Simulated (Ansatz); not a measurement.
**C₁₀H₁₂O₂Ti: density, localisation and related maps**

```xyz
25

O     0.0889   -1.0967   -1.9006
Ti    0.1180   -0.4032   -0.1550
O     0.7906   -1.9078    0.7464
C    -1.4644   -0.7041    1.6402
C    -1.5301    0.6412    1.2538
C    -2.0091    0.6912   -0.0772
C    -2.2732   -0.6291   -0.4868
C    -1.9219   -1.4928    0.5609
C     1.4105    1.3408    0.8535
C     0.7843    1.9060   -0.2834
C     1.3018    1.2740   -1.4218
C     2.2645    0.3301   -0.9996
C     2.3414    0.3880    0.3998
H    -0.5315   -1.8176   -2.0262
H     1.6896   -2.1399    0.5047
H    -1.0698   -1.0822    2.5699
H    -1.2484    1.4900    1.8569
H    -2.1631    1.5791   -0.6708
H    -2.6305   -0.9170   -1.4636
H    -1.9323   -2.5711    0.5343
H     1.2252    1.6014    1.8841
H     0.0284    2.6754   -0.2720
H     0.9769    1.4260   -2.4388
H     2.7937   -0.3547   -1.6435
H     2.9606   -0.2271    1.0347
```

Geometry: PBE0-D4/def2-TZVP.

Theory: RKS PBE0-D4/def2-TZVPP in Ansatz 0.2.0.

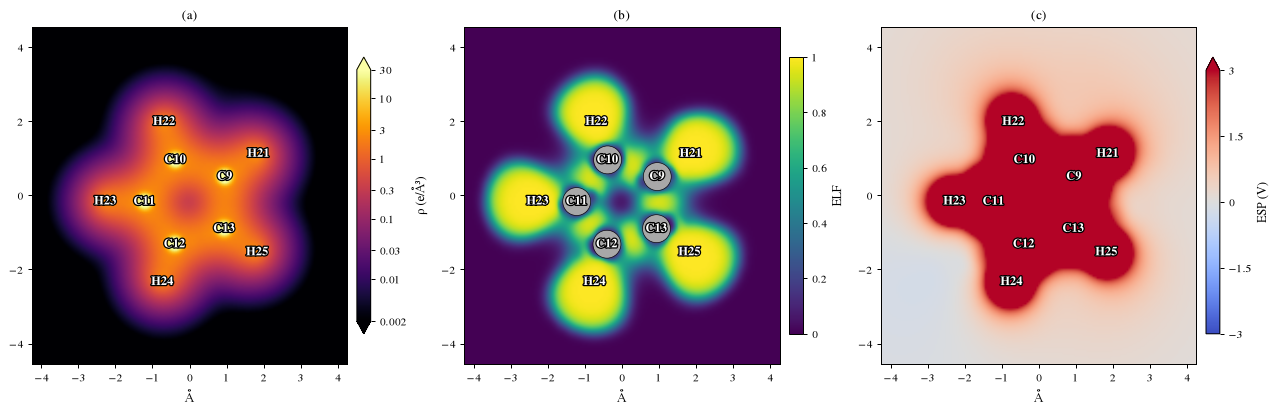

Figure 1. (a) total electron density; (b) ELF; (c) electrostatic potential on the plane of atoms C13, C9 and H21. Grey discs cover the atomic cores in the ELF map.

Read the bonding off the picture.

The plane passes through C and H nuclei. C–C (1.40 Å): ρ at the midpoint is about 2.1 e/Å³; the ELF peaks at about 0.95 between the atoms; localised, covalent bonding. C–H (1.08 Å): the density is about 2.1 e/Å³ at the midpoint; the ELF climbs to about 1 towards the hydrogen, as it does in any bond to H (an ordinary covalent bond to hydrogen). The potential has no marked negative region in this plane.

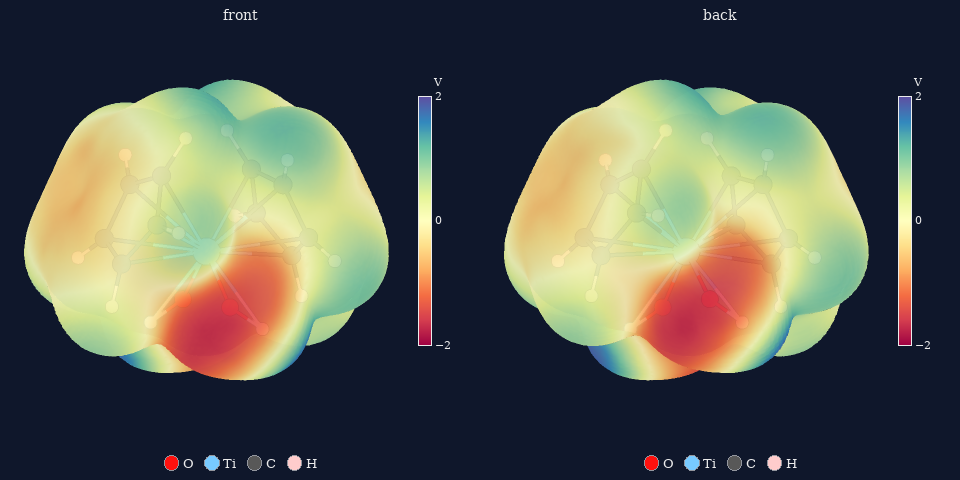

Figure 2. The electrostatic potential painted on the density surface at 0.002 e/bohr³, seen from the front and from behind; red is negative and blue positive.

Which sites attract a positive test charge, and which a negative one?

A positive charge is drawn to the negative regions and a negative charge to the positive ones. The most negative region (about −1.7 V) lies over O1 and O3, the most positive (about +1.8 V) over H14 and H15.

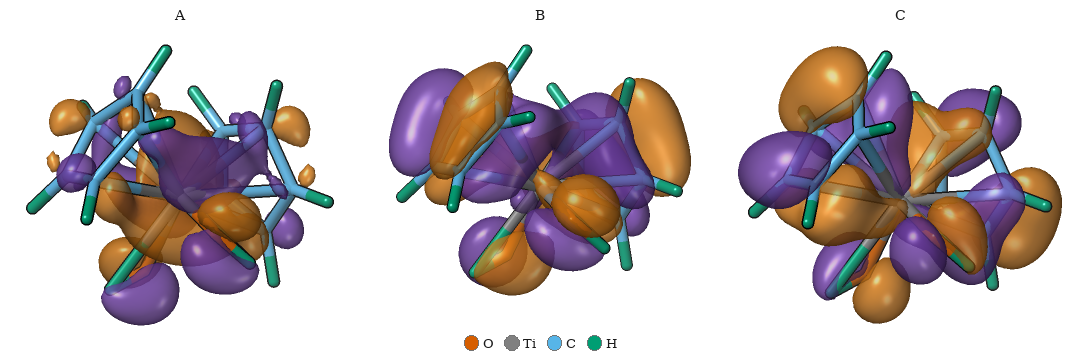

Figure 3. Three frontier orbitals at ±0.08 Å⁻³ᐟ² (orange and purple are the two phases), in no order.

Order the three orbitals by energy and name them.

B is the HOMO−1 (−6.84 eV). Its weight (Hirshfeld) is mainly on O1 (about 10 %), O3 (about 10 %), C6 (about 10 %), C9 (about 10 %), C4 (about 10 %) and C11 (about 10 %). C is the HOMO (−6.38 eV). It lies mainly on C12 (about 10 %), C8 (about 10 %), Ti2 (about 10 %), C5 (about 10 %), C10 (about 10 %), O1 (about 10 %) and O3 (about 10 %). A is the LUMO (−1.02 eV). Its weight (Hirshfeld) is mainly on Ti2 (about 65 %), O1 (about 10 %) and O3 (about 10 %).

What is the HOMO–LUMO gap?

5.36 eV between the orbital energies.
